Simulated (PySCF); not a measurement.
**CH8BN (SMILES [BH3-][NH2+]C): a chain of runs**

Aim: a series of 8 runs (PBE0-D4/def2-TZVP, MP2/def2-TZVPP, RI-MP2/def2-QZVPP, PBE-D4/def2-TZVPP, r2SCAN-D4/def2-TZVPP, B3LYP-D4/def2-TZVPP, PBE0-D4/def2-TZVPP) of CH8BN. The job is set up through a Python script.

The results are computed with PySCF 2.14.0.

**1. The molecule**

CH8BN has 11 atoms, charge 0, and is taken as a singlet. SMILES: `[BH3-][NH2+]C`. All atoms were displaced at random from a relaxed shape. The run starts from this shape.

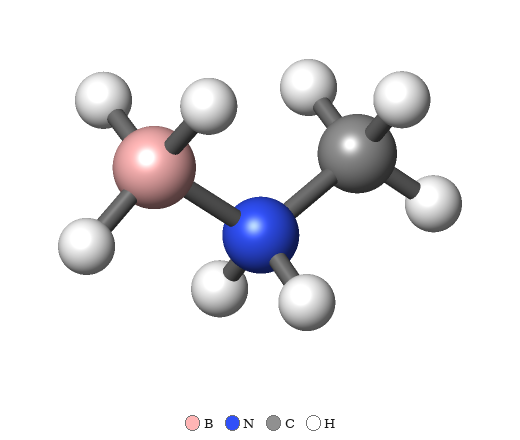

Viewed from a chosen angle; boron pink, nitrogen blue, carbon grey, hydrogen white.

**2. A geometry optimisation at PBE0-D4/def2-TZVP (density fitting with def2-universal-jkfit) (run 1)**

Input file start.xyz:

```xyz
11
CH8BN
B     -0.850614     1.006460    -0.200622
N     -0.334331    -0.462158     0.036945
C      1.117501    -0.655192     0.131527
H     -2.022582     0.974560    -0.242535
H     -0.362847     1.311023    -1.234285
H     -0.423783     1.703180     0.742890
H     -0.789877    -0.832025     0.922677
H     -0.702402    -1.054148    -0.679374
H      1.458557    -0.007907     0.962365
H      1.556811    -0.295003    -0.789907
H      1.453413    -1.691267     0.340061
```

Input file job.py:

```python
# [BH3-][NH2+]C
from pyscf import gto, dft
from pyscf.geomopt.geometric_solver import kernel as optimise

mol = gto.M(
    atom='start.xyz',
    max_memory=1860,
    basis='def2-tzvp',
    spin=0,
    verbose=3,
)

mf = dft.RKS(mol)
mf.xc = 'pbe0'
mf = mf.density_fit(auxbasis='def2-universal-jkfit')
mf.max_cycle = 100
mf.conv_tol = 1e-09
mf.grids.level = 4
mf.disp = 'd4'
converged, mol_eq = optimise(mf, maxsteps=100)
print('converged:', converged)
print(mol_eq.tostring())

mf.reset(mol_eq)
mol = mol_eq
mf.kernel()
etot = mf.e_tot
print('Final energy', etot)
```

Run with:

```
OMP_NUM_THREADS=1 python job.py
```

What it wrote:

```text
maxiter                   100
----------------------------------------------------------
Custom engine selected.
Bonds will be generated from interatomic distances less than 1.20 times sum of covalent radii
33 internal coordinates being used (instead of 33 Cartesians)
Internal coordinate system (atoms numbered from 1):
Distance 1-2
Distance 1-4
Distance 1-5
Distance 1-6
Distance 2-3
Distance 2-7
Distance 2-8
Distance 3-9
Distance 3-10
Distance 3-11
Angle 2-1-4
Angle 2-1-5
Angle 2-1-6
Angle 4-1-5
Angle 4-1-6
Angle 5-1-6
Angle 1-2-3
Angle 1-2-7
Angle 1-2-8
Angle 3-2-7
Angle 3-2-8
Angle 7-2-8
Angle 2-3-9
Angle 2-3-10
Angle 2-3-11
Angle 9-3-10
Angle 9-3-11
Angle 10-3-11
Dihedral 4-1-2-3
Dihedral 4-1-2-7
Dihedral 4-1-2-8
Dihedral 5-1-2-3
Dihedral 5-1-2-7
Dihedral 5-1-2-8
[... 22 lines left out ...]
> Convergence Criteria:
[... 17 lines left out ...]
WARN: Mole.unit (angstrom) is changed to Bohr
[... 11 lines left out ...]
Step    0 : Gradient = 2.456e-02/5.543e-02 (rms/max) Energy = -122.4046973709
[... 31 lines left out ...]
converged SCF energy = -122.41031597732
[... 41 lines left out ...]
converged SCF energy = -122.410366312971
[... 32 lines left out ...]
Converged! =D
[... 1 line left out ...]
converged: True
B          -0.83863464        1.02662640       -0.20130305
N          -0.34004499       -0.49823221        0.06374896
C           1.11939641       -0.64229099        0.14924324
[... 7 lines of this table left out ...]
H           1.41537405       -1.67725710        0.33168480
converged SCF energy = -122.410366819563
Final energy -122.41036681956258
```

Run time: 2.8 min. Hardware: 1 thread of Intel Xeon at 2.70GHz, shared host; peak memory 1.3 GiB.

The path in brief:

```csv
step,energy from the first frame kept (eV),largest force (eV/Å)
0,0.0000,2.8501
1,-0.1467,0.4671
2,-0.1529,0.2224
3,-0.1542,0.0589
4,-0.1543,0.0226
5,-0.1543,0.0061
```

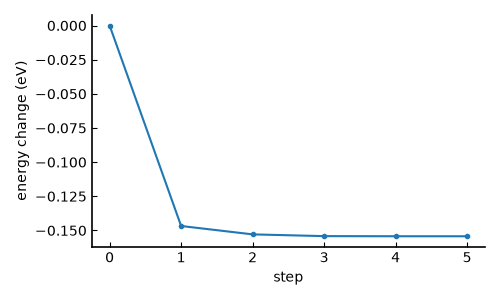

Energy along the run.

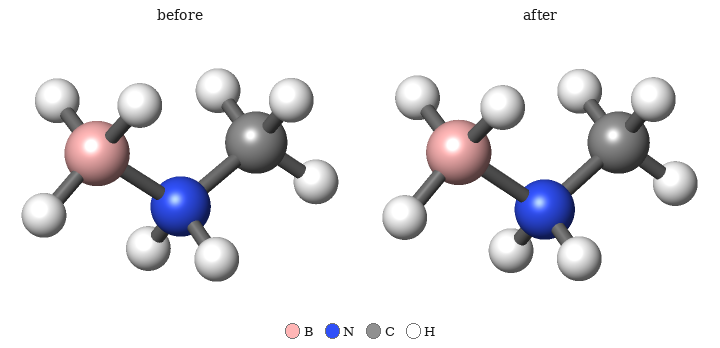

Before and after, at one scale.

After the run. Bond lengths: B1–N2 1.626 Å, N2–C3 1.469 Å, B1–H4 1.214 Å, B1–H5 1.214 Å, B1–H6 1.214 Å, N2–H7 1.016 Å, N2–H8 1.016 Å, C3–H9 1.089 Å, C3–H10 1.089 Å, C3–H11 1.092 Å. Some angles: B1–N2–C3 114.0°, B1–N2–H7 108.2°, B1–N2–H8 108.2°, C3–N2–H7 109.9°, C3–N2–H8 109.9°, N2–B1–H4 105.6°, N2–B1–H5 105.4°, N2–B1–H6 105.4°, N2–C3–H9 108.2°, N2–C3–H10 108.2°.

**3. The harmonic vibrations at PBE0-D4/def2-TZVP (density fitting with def2-universal-jkfit) (run 2)**

Input file mol.xyz:

```xyz
11

B     -0.833653     1.104193    -0.212271
N     -0.335063    -0.420665     0.052781
C      1.124378    -0.564724     0.138275
H     -2.045551     1.048628    -0.252516
H     -0.335046     1.427917    -1.269841
H     -0.416004     1.748916     0.729336
H     -0.763973    -0.749629     0.913699
H     -0.698996    -1.007264    -0.690846
H      1.484146     0.071145     0.943001
H      1.554645    -0.208385    -0.797907
H      1.420356    -1.599690     0.320717
```

Input file run.py:

```python
import numpy
from pyscf import gto, dft, symm
from pyscf.hessian import thermo

mol = gto.Mole()
mol.atom = 'mol.xyz'
mol.charge = 0
mol.basis = 'def2-tzvp'
mol.verbose = 3
mol.max_memory = 1860
mol.build()

mf = dft.RKS(mol, xc='pbe0')
mf = mf.density_fit(auxbasis='def2-universal-jkfit')
mf.grids.level = 4
mf.disp = 'd4'
mf.max_cycle = 100
mf.conv_tol = 1e-09
mf.kernel()

energy = mf.e_tot
print(f'total energy: {energy:.8f} hartree')
hess = mf.Hessian().kernel()
modes = thermo.harmonic_analysis(mol, hess)
print('frequencies (1/cm)', numpy.round(modes['freq_wavenumber'], 1))
symm.geom.TOLERANCE = 1e-3  # for the symmetry number
th = thermo.thermo(mf, modes['freq_au'], 298.15, 101325)
thermo.dump_thermo(mol, th)
```

Run with:

```
OMP_NUM_THREADS=1 python run.py
```

What it wrote:

```text
converged SCF energy = -122.410358408017
total energy: -122.41035841 hartree

WARN: DFTD4 does not support analytical Hessian, using finite difference.

WARN: Mole.unit (angstrom) is changed to Bohr

frequencies (1/cm) [ 181.6  249.6  323.5  652.7  699.8  889.4  941.5 1055.2 1119.2 1139.4
 1175.5 1176.5 1186.5 1287.9 1350.4 1448.5 1490.2 1499.4 1652.3 2429.
 2481.9 2489.6 3067.9 3152.  3183.3 3500.  3566.7]
temperature 298.1500 [K]
pressure 101325.00 [Pa]
Rotational constants [GHz] 28.36177 8.47969 7.49004
Symmetry number 1
Zero-point energy (ZPE) 0.09885 [Eh]   259526.612 [J/mol]
                           tot       elec      trans        rot        vib
Entropy [J/mol/K]       279.191      0.000    156.191     94.998     28.001
Cv [J/mol/K]             66.903      0.000     12.472     12.472     41.960
Cp [J/mol/K]             75.218      0.000     20.786     12.472     41.960
Internal energy [J/mol]                      3718.434   3718.434 264739.955
Internal energy [Eh]   -122.30669  -122.41036
Enthalpy [J/mol]                             6197.391   3718.434 264739.955
Enthalpy [Eh]          -122.30575
Gibbs free energy [J/mol]                  -40371.066 -24605.333 256391.321
Gibbs free energy [Eh] -122.33745
```

It took 9.7 min on 1 thread of Intel Xeon at 2.70GHz, shared host; peak memory 1.9 GiB.

Runs 3 to 7 aren't shown in full; the table further down has their settings and results.

**4. The energy at PBE0-D4/def2-TZVPP (run 8)**

Input file input.xyz:

```xyz
11

B     -0.838635     1.026626    -0.201303
N     -0.340045    -0.498232     0.063749
C      1.119396    -0.642291     0.149243
H     -2.050533     0.971061    -0.241548
H     -0.339982     1.350166    -1.260018
H     -0.420940     1.671165     0.739159
H     -0.770798    -0.828396     0.922196
H     -0.701931    -1.084440    -0.682447
H      1.477452    -0.003066     0.954310
H      1.551300    -0.289010    -0.785433
H      1.415374    -1.677257     0.331685
```

Input file calc.py:

```python
# [BH3-][NH2+]C
from pyscf import gto, dft

mol = gto.M(
    atom='input.xyz',
    verbose=3,
    basis='def2-tzvpp',
    max_memory=1860,
)

mf = dft.RKS(mol)
mf.xc = 'pbe0'
mf.conv_tol = 1e-10
mf.grids.level = 5
mf.disp = 'd4'
mf.kernel()
if not mf.converged:
    mf = mf.newton().run(mf.mo_coeff, mf.mo_occ)

e_tot = mf.e_tot
print('Final energy', e_tot)
```

Run with:

```
OMP_NUM_THREADS=1 python calc.py
```

What it wrote:

```text
converged SCF energy = -122.413446170499
Final energy -122.41344617049901
```

It took 2 min on 1 thread of Intel Xeon at 2.70GHz, shared host; peak memory 0.68 GiB.

**5. The series**

```csv
run,level,task,optimizer,energy (Eh),dipole moment (D) of the reference,HOMO energy (eV),LUMO energy (eV),wall time
1,PBE0-D4/def2-TZVP (density fitting with def2-universal-jkfit),optimise,geomeTRIC,-122.410367,5.36,-7.73,0.25,2.8 min
2,PBE0-D4/def2-TZVP (density fitting with def2-universal-jkfit),frequencies,–,-122.410358,5.36,-7.73,0.25,9.7 min
3,MP2/def2-TZVPP,energy,–,-122.235769,5.46,-11.14,2.82,1.9 min
4,RI-MP2/def2-QZVPP (density fitting with def2-universal-jkfit),energy,–,-122.272299,5.42,-11.15,2.02,9 s
5,PBE-D4/def2-TZVPP,energy,–,-122.388493,5.27,-6.38,-0.62,2.1 min
6,r2SCAN-D4/def2-TZVPP (density fitting with def2-universal-jkfit),energy,–,-122.486308,5.34,-6.68,0.13,67 s
7,B3LYP-D4/def2-TZVPP,energy,–,-122.590501,5.33,-7.56,-0.12,1.8 min
8,PBE0-D4/def2-TZVPP,energy,–,-122.413446,5.33,-7.74,0.23,2 min
```

**6. Results**

```
                                    quantity          value
     run 8, PBE0-D4/def2-TZVPP: total energy  -122.41345 Eh
    run 8, PBE0-D4/def2-TZVPP: dipole moment         5.33 D
      run 8, PBE0-D4/def2-TZVPP: HOMO energy       -7.74 eV
      run 8, PBE0-D4/def2-TZVPP: LUMO energy        0.23 eV
    run 8, PBE0-D4/def2-TZVPP: HOMO–LUMO gap        7.97 eV
run 8, PBE0-D4/def2-TZVPP: dispersion energy  -11.43 kJ/mol
```

What this shows: Over runs 5, 6, 7, 8 the dipole moment (its size) runs from 5.27 D (PBE-D4/def2-TZVPP) to 5.34 D (r2SCAN-D4/def2-TZVPP). Over runs 5, 6, 7, 8 the HOMO–LUMO gap runs from 5.77 eV (PBE-D4/def2-TZVPP) to 7.97 eV (PBE0-D4/def2-TZVPP). Totals of different functionals can't be ranked against each other. All runs together took 22 min, the longest 9.7 min.
